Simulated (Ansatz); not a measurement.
# RbH3Pb (model cell, started as cubic perovskite with Pb in the octahedra): following an unstable mode, part 2 of 3

Wanted: the energy along a soft mode of RbH3Pb (model cell, started as cubic perovskite with Pb in the octahedra) and the structure at the end.

Ansatz 0.2.0; DFT PBEsol, scalar-relativistic, plane waves, PAW; PAW set soft_1.

So far, highest frequency on the path or at a solved wavevector (cm⁻¹): step 2 (phonons on a q mesh) 1130. Also lowest frequency on the path (cm⁻¹): step 2 -958.

The structure was built from a prototype and need not be the compound's stable phase.

## (4) The mode frozen in, largest atomic shift 0.32 Å

The atoms are moved along the unstable eigenvector, the largest shift by 0.32 Å, with the cell fixed.

input.yaml reads:

```yaml
crystal:
  lattice:
    - [-4.5128424719, 0.0, 0.0]
    - [0.0, -4.5128424719, -4.5128424719]
    - [0.0, -4.5128424719, 4.5128424719]
  atoms:
    - { symbol: Rb, position: [0.0, 0.5, 0.5] }
    - { symbol: Rb, position: [0.0, 1.0, 1.0] }
    - { symbol: Pb, position: [0.5001437009, 1.0, 0.5] }
    - { symbol: Pb, position: [0.4998562991, 0.5, 0.0] }
    - { symbol: H, position: [0.5, 0.75, 0.75] }
    - { symbol: H, position: [0.5, 0.25, 0.25] }
    - { symbol: H, position: [0.5, 0.75, 0.25] }
    - { symbol: H, position: [0.5, 0.25, 0.75] }
    - { symbol: H, position: [-0.0709087459, 1.0, 0.5] }
    - { symbol: H, position: [0.0709087459, 0.5, 0.0] }
kpoints:
  mp_grid: { grid: [8, 6, 6] }
hamiltonian:
  xc: pbesol
  pseudopotentials: { kind: paw, azcp: { folder: soft_1 }, xc_functional: pbe }
scf:
  occupations: { method: methfessel_paxton, width: 0.2 }
output:
  forces: true
  stress: true
  eigenvalues: true
```

On the command line:

```bash
> ansatz run input.yaml --threads 4 --pin off --max-ram 16384MiB --backend cpu --events-out ev --progress --plain --runs-dir out
```

Numbers of over 12 decimals in the logs are rounded to 6 here.

The program printed:

```text
[...]
Crystal: 10 atoms, lattice volume = 183.815 Å³
Basis set: ecut = 420 eV, 3563 PW (Γ), exchange–correlation on 64×90×90 points (8 copies of the dense FFT grid, shifted against one another)
Bands: 36, of which v1, the nominal top of the filled ones, is band 26 counted from 1 (25 counted from 0)
Symmetry: 16 space group operations
[...]
k-points: 50 of 288
[...]
k-point 0: bands = [... 22 lower, 3.7588, 3.9753, 4.9419, 6.6802, 6.6802, 6.7156, 7.3535, 7.5282, ... 6 higher]
  k-point 1: bands = [... 22 lower, 3.6196, 3.6272, 4.9634, 5.6855, 7.2011, 7.3581, 7.4250, 7.7456, ... 6 higher]
  k-point 2: bands = [... 22 lower, 2.9612, 3.1430, 5.0019, 5.1684, 7.3371, 7.3502, 8.3443, 8.3617, ... 6 higher]
  k-point 49: bands = [... 22 lower, 1.4942, 1.4942, 5.4346, 5.4346, 7.4254, 7.4254, 7.5950, 7.5950, ... 6 higher]
[key lines of the parts left out:]
SCF converged after 8 iterations
Free energy (F): -30041.473301 eV
Fermi energy:    6.535881 eV
P = ⅓ Tr σ = 0.4670 GPa (4.670 kbar)
```

Wall time 6.3 s (4 threads of Arm Neoverse V1, shared host); peak memory 0.62 GiB.

This step gave:

```yaml
pressure: 0.4670 GPa
energy_from_the_undistorted_cell: -10.23 meV/atom
```

The energy, extrapolated to zero smearing, is -10.23 meV/atom against the undistorted cell.

The run ends at a pressure of 0.47 GPa, with forces up to 0.45 eV/Å.

## (5) Energy along the mode, all amplitudes (two of the runs are shown above)

An imaginary frequency means negative curvature, so the energy should fall and then rise again as anharmonic terms take over.

Numbers from this step:

| Property | Result |
| --- | --- |
| depth at the lowest point sampled | 10.23 meV/atom |
| largest atomic shift at that point | 0.32 Å |

Energy from the parent against largest atomic shift:

```tsv
largest atomic shift (Å)	energy from the parent (meV/atom)
0.000	0
0.040	-0.481
0.080	-1.82
0.140	-4.77
0.220	-8.66
0.320	-10.2
0.450	1.66
0.600	54.9
```

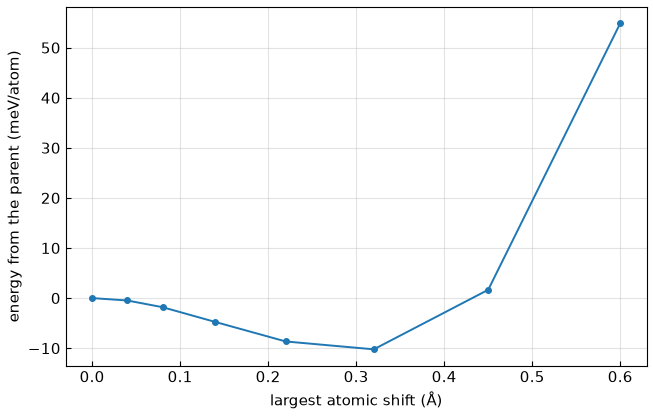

Energy from the parent against largest atomic shift.

Displacement at unit largest shift by atom:

```tsv
atom	x (Å)	y (Å)	z (Å)	size
Rb1	0.00	0.00	0.00	0.00
Rb2	0.00	0.00	0.00	0.00
Pb3	0.00	0.00	0.00	0.00
Pb4	0.00	0.00	0.00	0.00
H5	0.00	0.00	0.00	0.00
H6	0.00	0.00	0.00	0.00
H7	0.00	0.00	0.00	0.00
H8	0.00	0.00	0.00	0.00
H9	1.00	0.00	0.00	1.00
H10	-1.00	0.00	0.00	1.00
```

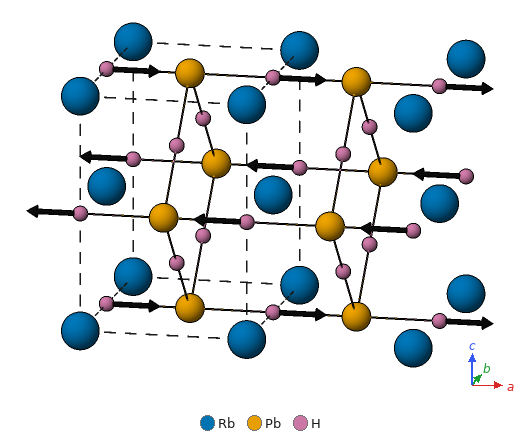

Displacement at unit largest shift as arrows, the longest 1 Å. 2×1×1 cells are drawn. Some periodic images of atoms are drawn too.

The lowest of the steps tried is at 0.32 Å, 10.2 meV/atom below the parent; the bottom of the well need not coincide with a step.

## (6) Relaxing from the distorted cell

Starting from the lowest point found, all atoms and the cell are let go, so that strain and other modes of the same symmetry can join in.

Changes to input.yaml since step 4:

```diff
@@ -27 +27,6 @@
   eigenvalues: true
+relax:
+  adjacent_minimum: "off"
+  f_tol: 0.002
+  max_steps: 120
+  cell: { stress_tol: 0.03 }
```

The program printed:

```text
[...]
Crystal: 10 atoms, lattice volume = 183.815 Å³
Basis set: ecut = 420 eV, 3563 PW (Γ), exchange–correlation on 64×90×90 points (8 copies of the dense FFT grid, shifted against one another)
Bands: 36, of which v1, the nominal top of the filled ones, is band 26 counted from 1 (25 counted from 0)
Symmetry: 16 space group operations
[...]
k-points: 50 of 288
[...]
SCF iter   1: F=—  HF=-30044.169554 eV  |F-HF|=—  |Δ(HF+E_count)|=         —  Δρ=5.01e-2  dr2=6.66e0  ethr=3.10e-3  ⟨swp⟩=10.5  Hψ=10480  notcnv=0
[...]
SCF iter   8: F=-30041.473301 eV  HF=-30041.473301 eV  |F-HF|=9.17e-10  |Δ(HF+E_count)|=   5.50e-8  S|Δr|=    0.00e0  Δρ=2.76e-6  dr2=1.26e-8  ethr=1.92e-10  ⟨swp⟩=15.3  Hψ=10655  notcnv=0
SCF 1 converged in 8 iterations: F = -30041.473301 eV  dr2 = 1.26e-8
[...]
relax step   1: F+E_penalty+E_count = -30041.47330101 eV  Δ(F+E_penalty+E_count) = +0.000e0 eV  max|allowed force component| = 4.457e-1 eV/Å  Δτ_max = 0.0000 Å  P = +0.467 GPa  Ω = 183.815 Å³  (8 SCF iters, dr2 threshold 1.00e-7 eV, accepted)
Crystal: 10 atoms, lattice volume = 186.638 Å³
Basis set: ecut = 420 eV, 3659 PW (Γ), exchange–correlation on 64×90×90 points (8 copies of the dense FFT grid, shifted against one another)
[...]
SCF iter   6: F=-30041.551855 eV  HF=-30041.551855 eV  |F-HF|=3.17e-8  |Δ(HF+E_count)|=   2.09e-7  S|Δr|=    0.00e0  Δρ=6.04e-6  dr2=6.72e-8  ethr=1.73e-9  ⟨swp⟩=3.0  Hψ=6582  notcnv=0
SCF 2 converged in 6 iterations: F = -30041.551855 eV  dr2 = 6.72e-8
relax step   2: F+E_penalty+E_count = -30041.55185539 eV  Δ(F+E_penalty+E_count) = -7.855e-2 eV  max|allowed force component| = 4.138e-1 eV/Å  Δτ_max = 0.1911 Å  P = -0.377 GPa  Ω = 186.638 Å³  energy of the carried Pulay correction = -8.464e-4 eV  (6 SCF iters, dr2 threshold 1.00e-6 eV, accepted)
Crystal: 10 atoms, lattice volume = 187.938 Å³
Basis set: ecut = 420 eV, 3675 PW (Γ), exchange–correlation on 64×90×90 points (8 copies of the dense FFT grid, shifted against one another)
[...]
SCF iter   5: F=-30041.587069 eV  HF=-30041.587069 eV  |F-HF|=4.05e-9  |Δ(HF+E_count)|=   7.59e-7  S|Δr|=    0.00e0  Δρ=4.82e-6  dr2=4.64e-8  ethr=1.92e-9  ⟨swp⟩=8.9  Hψ=8818  notcnv=0
SCF 3 converged in 5 iterations: F = -30041.587069 eV  dr2 = 4.64e-8
relax step   3: F+E_penalty+E_count = -30041.58706869 eV  Δ(F+E_penalty+E_count) = -3.521e-2 eV  max|allowed force component| = 1.548e-1 eV/Å  Δτ_max = 0.0384 Å  P = -0.208 GPa  Ω = 187.938 Å³  energy of the carried Pulay correction = -1.232e-3 eV  (5 SCF iters, dr2 threshold 1.00e-6 eV, accepted)
[...]
relax step   4: F+E_penalty+E_count = -30041.59576314 eV  Δ(F+E_penalty+E_count) = -8.694e-3 eV  max|allowed force component| = 4.832e-2 eV/Å  Δτ_max = 0.0863 Å  P = -0.033 GPa  Ω = 188.359 Å³  energy of the carried Pulay correction = -1.356e-3 eV  (5 SCF iters, dr2 threshold 1.00e-6 eV, accepted)
[...]
relax step   5: F+E_penalty+E_count = -30041.59641164 eV  Δ(F+E_penalty+E_count) = -6.485e-4 eV  max|allowed force component| = 6.598e-3 eV/Å  Δτ_max = 0.0077 Å  P = -0.027 GPa  Ω = 187.791 Å³  energy of the carried Pulay correction = -1.188e-3 eV  (4 SCF iters, dr2 threshold 1.46e-7 eV, accepted)
[...]
relax step   6: F+E_penalty+E_count = -30041.59650240 eV  Δ(F+E_penalty+E_count) = -9.076e-5 eV  max|allowed force component| = 2.808e-3 eV/Å  Δτ_max = 0.0004 Å  P = +0.009 GPa  Ω = 187.546 Å³  energy of the carried Pulay correction = -1.116e-3 eV  (4 SCF iters, dr2 threshold 5.08e-9 eV, accepted)
[...]
relax step   7: F+E_penalty+E_count = -30041.59648669 eV  Δ(F+E_penalty+E_count) = +1.571e-5 eV  max|allowed force component| = 8.152e-5 eV/Å  Δτ_max = 0.0005 Å  P = -0.000 GPa  Ω = 187.607 Å³  energy of the carried Pulay correction = -1.134e-3 eV  (4 SCF iters, dr2 threshold 4.93e-10 eV, accepted)
[...]
SCF iter   6: F=-30041.598409 eV  HF=-30041.598409 eV  |F-HF|=2.55e-11  |Δ(HF+E_count)|=  9.82e-11  S|Δr|=    0.00e0  Δρ=5.22e-8  dr2=7.55e-12  ethr=1.00e-12  ⟨swp⟩=5.0  Hψ=5560  notcnv=0
SCF 8 converged in 6 iterations: F = -30041.598409 eV  dr2 = 7.55e-12
relax step   8: F+E_penalty+E_count = -30041.59840870 eV  Δ(F+E_penalty+E_count) = -1.922e-3 eV  max|allowed force component| = 6.747e-4 eV/Å  Δτ_max = 0.0000 Å  P = +0.007 GPa  Ω = 187.607 Å³  stress off target by 2.56e-2 GPa  SCF on the basis re-selected at this cell (its energy is not comparable with the rows above)  (6 SCF iters)
basis re-selected at this cell: Δ(F+E_penalty+E_count) = -1.922e-3 eV, ΔP = +0.007 GPa vs the last step (what re-selecting the basis moved, of the pressure what is left beyond the Pulay correction that the steps carried, after the strain that the cell walked since its last selection, with what the two solves' SCF thresholds leave and, on support functions, any second-order correction that the steps lacked; it is no m [...]
SCF converged after 6 iterations
[...]
Free energy (F): -30041.598409 eV
[...]
Internal energy: -30041.603194 eV  (E = F + TS)
E sigma→0 (E₀):  -30041.599605 eV
Entropy (-TS):   0.004785 eV (0.478 meV/atom)
Fermi energy:    6.479101 eV
[...]
--- Forces (eV/Å), atoms counted from 1 ---
  atom   1  Rb    -0.00000000     0.00000000    -0.00000000
  atom   2  Rb     0.00000000    -0.00000000     0.00000000
  atom   3  Pb     0.00058781    -0.00000000     0.00000000
  atom   4  Pb    -0.00058781     0.00000000    -0.00000000
  atom   5  H     -0.00000000     0.00000000     0.00000000
  atom   6  H      0.00000000    -0.00000000    -0.00000000
  atom   7  H      0.00000000    -0.00000000     0.00000000
  atom   8  H      0.00000000    -0.00000000    -0.00000000
  atom   9  H     -0.00067468     0.00000000    -0.00000000
  atom  10  H      0.00067468    -0.00000000     0.00000000
  max |Σ_I F_I| component: 3.90e-18 eV/Å
--- Stress (GPa, compression-positive) ---
        0.025610       0.000000      -0.000000
        0.000000      -0.002448      -0.000000
       -0.000000      -0.000000      -0.002448
  P = ⅓ Tr σ = 0.0069 GPa (0.069 kbar)
--- Band table (eV; the first three rows and the last of 50) ---
  k-point 0: bands = [... 22 lower, 3.6347, 3.9857, 4.1123, 6.0080, 6.6483, 6.6483, 7.1201, 7.1855, ... 6 higher]
  k-point 1: bands = [... 22 lower, 3.5485, 3.5925, 4.1281, 5.2319, 6.6705, 7.2053, 7.2071, 7.6691, ... 6 higher]
  k-point 2: bands = [... 22 lower, 2.8792, 3.1428, 4.1743, 4.5272, 6.7632, 7.1738, 8.3125, 8.4031, ... 6 higher]
  k-point 49: bands = [... 22 lower, 1.6981, 1.6981, 5.3475, 5.3475, 6.9894, 6.9894, 7.7574, 7.7574, ... 6 higher]
--- Relaxed structure (7 steps of the walk, 7 accepted, 1 SCFs on fresh bases) ---
  F+E_penalty+E_count = -30041.59840870 eV   max|allowed force component| = 6.747e-4 eV/Å   (the final SCF, on the basis selected at the relaxed cell)
  cell:  # Å, volume = 187.6072 Å³
    - [-4.747855, 0, 0]
    - [0, -4.444891, -4.444891]
    - [0, -4.444891, 4.444891]
  atoms:
    - { symbol: Rb, position: [7.2554949154422395e-19, 0.500000, 0.500000] }
    - { symbol: Rb, position: [7.255494915442236e-19, 1.000000, 1.000000] }
    - { symbol: Pb, position: [0.459271, 1.000000, 0.500000] }
    - { symbol: Pb, position: [0.540729, 0.500000, 0.0] }
    - { symbol: H, position: [0.5, 0.750000, 0.750000] }
    - { symbol: H, position: [0.5, 0.250000, 0.250000] }
    - { symbol: H, position: [0.5, 0.750000, 0.25] }
    - { symbol: H, position: [0.5, 0.25, 0.750000] }
    - { symbol: H, position: [-0.136171, 1.000000, 0.500000] }
    - { symbol: H, position: [0.136171, 0.500000, 0.0] }
```

Elapsed: 44 s, on 4 threads; peak memory 0.66 GiB.

Relaxation path:

```tsv
step	energy less that of the first step (eV)	largest force component (eV/Å)	pressure (GPa)	volume (Å³)
1	0.0000	0.4457	0.47	183.81
2	-0.0786	0.4138	-0.38	186.64
3	-0.1138	0.1548	-0.21	187.94
4	-0.1225	0.0483	-0.03	188.36
5	-0.1231	0.0066	-0.03	187.79
6	-0.1232	0.0028	0.01	187.55
7	-0.1232	0.0001	0.00	187.61
8*	-0.1251	0.0007	0.01	187.61
```

Relaxation steps marked * repeat the geometry before them on a plane-wave basis chosen anew for their cell, so energy and pressure can jump there.

The run keeps the 16 symmetry operations that it works with, so distortions that break them were not tested.

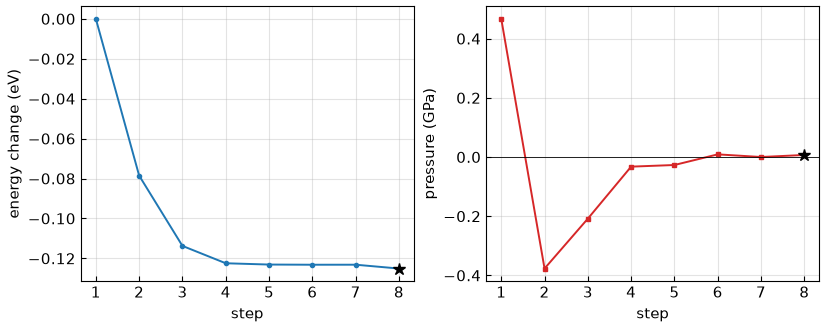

Energy and pressure along the relaxation. Stars mark steps on a basis chosen anew.

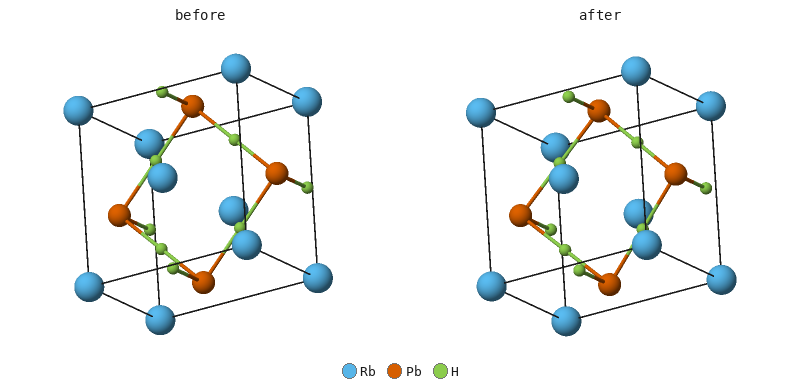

Before and after, at one scale.

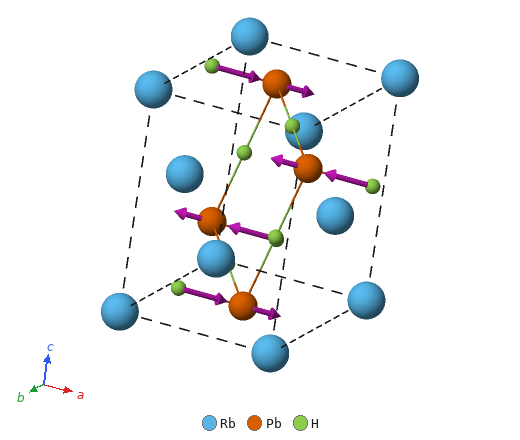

Displacements in the relaxation, exaggerated, measured against the changing cell; the longest in the cell stands for 0.31 Å. Some periodic images of atoms are drawn too.

```tsv
cell as run	before	after	change
a (Å)	4.513	4.748	+5.2 %
b (Å)	6.382	6.286	-1.5 %
c (Å)	6.382	6.286	-1.5 %
volume (Å³/atom)	18.38	18.76	+2.1 %
```

The atoms that moved most (Å, as changes of fractional coordinates times the final cell):

```tsv
atom	dx	dy	dz	length
H9	0.310	0.000	0.000	0.310
H10	-0.310	0.000	0.000	0.310
Pb4	-0.194	0.000	0.000	0.194
Pb3	0.194	0.000	0.000	0.194
```

Numbers from this step:

```
pressure          : 0.006905 GPa
volume per atom   : 18.76 Å³
gap on the k-mesh : 0.2472 eV
```

The distorted start has space group P4/nmm; the relaxation ends in P4/nmm.

## (7) The new phase in its own primitive cell

The relaxed structure is symmetrised, reduced to its primitive cell and relaxed tightly, as its phonons need.

input.yaml, the sections that differ from step 6:

```yaml
crystal:
  lattice:
    - [6.2860245718, 0.0, 0.0]
    - [0.0, 6.2860245718, 0.0]
    - [0.0, 0.0, 4.7478549712]
  atoms:
    - { symbol: Rb, position: [0.5, 0.5, 0.0] }
    - { symbol: Rb, position: [0.0, 0.0, 0.0] }
    - { symbol: Pb, position: [0.0, 0.5, 0.4592709245] }
    - { symbol: Pb, position: [0.5, 0.0, 0.5407290755] }
    - { symbol: H, position: [0.75, 0.75, 0.5] }
    - { symbol: H, position: [0.25, 0.25, 0.5] }
    - { symbol: H, position: [0.75, 0.25, 0.5] }
    - { symbol: H, position: [0.25, 0.75, 0.5] }
    - { symbol: H, position: [0.0, 0.5, 0.8638294785] }
    - { symbol: H, position: [0.5, 0.0, 0.1361705215] }
kpoints:
  mp_grid: { grid: [6, 6, 6] }
relax:
  adjacent_minimum: "off"
  f_tol: 0.001
  max_steps: 60
  cell: { stress_tol: 0.01 }
# hamiltonian, scf, output: as in step 6
```

The program printed:

```text
[...]
Crystal: 10 atoms, lattice volume = 187.607 Å³
Basis set: ecut = 420 eV, 3643 PW (Γ), exchange–correlation on 90×90×64 points (8 copies of the dense FFT grid, shifted against one another)
Bands: 36, of which v1, the nominal top of the filled ones, is band 26 counted from 1 (25 counted from 0)
Symmetry: 16 space group operations
[...]
k-points: 40 of 216
[...]
atoms:
    - { symbol: Rb, position: [0.5, 0.5, 0] }
    - { symbol: Rb, position: [0, 0, 0] }
    - { symbol: Pb, position: [0, 0.5, 0.458882] }
    - { symbol: Pb, position: [0.5, 0, 0.541118] }
    - { symbol: H, position: [0.75, 0.75, 0.5] }
    - { symbol: H, position: [0.25, 0.25, 0.5] }
    - { symbol: H, position: [0.75, 0.25, 0.5] }
    - { symbol: H, position: [0.25, 0.75, 0.5] }
    - { symbol: H, position: [0, 0.5, 0.861866] }
    - { symbol: H, position: [0.5, 0, 0.138134] }
[key lines of the parts left out:]
SCF converged after 5 iterations
Free energy (F): -30041.593750 eV
Fermi energy:    6.472707 eV
P = ⅓ Tr σ = -0.0007 GPa (-0.007 kbar)
```

Run time: 25 s. Hardware: 4 threads; peak memory 0.63 GiB.

The steps of the relaxation:

```tsv
step	energy less that of the first step (eV)	largest force component (eV/Å)	pressure (GPa)	volume (Å³)
1	0.0000	0.0110	0.02	187.61
2	-0.0001	0.0085	0.01	187.93
3	-0.0001	0.0091	-0.01	187.98
4	-0.0001	0.0002	0.00	187.94
5*	-0.0002	0.0003	0.00	187.94
```

Relaxation steps marked * repeat the geometry before them on a plane-wave basis chosen anew for their cell, so energy and pressure can jump there. Relaxation step 3 was tried and not accepted.

The run keeps the 16 symmetry operations that it works with, so distortions that break them were not tested.

```tsv
conventional cell, symmetrised	before	after	change
a (Å)	6.286	6.283	-0.0 %
b (Å)	6.286	6.283	-0.0 %
c (Å)	4.748	4.760	+0.3 %
volume (Å³/atom)	18.76	18.79	+0.2 %
```

Final coordinates:

```cif
data_structure
_symmetry_space_group_name_H-M 'P 1'
_symmetry_Int_Tables_number 1
_cell_length_a 6.2834
_cell_length_b 6.2834
_cell_length_c 4.7604
_cell_angle_alpha 90.000
_cell_angle_beta 90.000
_cell_angle_gamma 90.000
_cell_volume 187.94
loop_
_atom_site_label
_atom_site_type_symbol
_atom_site_fract_x
_atom_site_fract_y
_atom_site_fract_z
_atom_site_occupancy
Rb1 Rb 0.50000 0.50000 0.00000 1
Rb2 Rb 0.00000 0.00000 0.00000 1
Pb3 Pb 0.00000 0.50000 0.45888 1
Pb4 Pb 0.50000 0.00000 0.54112 1
H5 H 0.75000 0.75000 0.50000 1
H6 H 0.25000 0.25000 0.50000 1
H7 H 0.75000 0.25000 0.50000 1
H8 H 0.25000 0.75000 0.50000 1
H9 H 0.00000 0.50000 0.86187 1
H10 H 0.50000 0.00000 0.13813 1
```

Numbers from this step:

```
pressure           : -6.73e-4 GPa
volume per atom    : 18.79 Å³
gap on the k-mesh  : 0.2531 eV
direct gap on mesh : 0.2531 eV
```

The largest force component left is 0.26 meV/Å and the pressure is -0.001 GPa, within the tolerances set. The cell now holds 18.79 Å³/atom.

(Continued in part 3 of 3.)

[Logs are printed without paths, hosts, clocks, repeated set-up lines and the standing remarks that a program may print on its own settings, such as how far it seeks lower states.]

[Hosts, paths, dates, database ids (printed as entryN), source tags and the programs' standing remarks are cut or masked in the printed files.]
